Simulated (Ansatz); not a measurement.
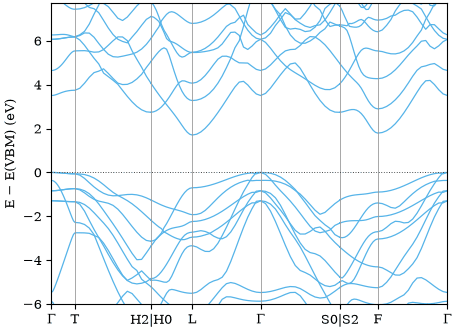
*Band structure from r²SCAN in the plane-wave PAW code Ansatz*

Question: Read off the gap and where the band edges lie.

Answer: About 1.7 eV (1.71 eV by a search for the band edges); maximum at Γ, minimum at L.

The material is Al4C3 in space group R-3m (No. 166; Al on 6c, Al on 6c, C on 6c, C on 3a).

The first step of the workflow began from a Materials Project structure, measured or hypothetical; the Crystallography Open Database files this formula in space group No. 166, but the cells were not matched. Its standing as an ambient phase is unchecked. Symmetry was held in the r²SCAN relaxation; its stability against distortions is not shown here.

Potentials: the later of the program's two PAW sets.
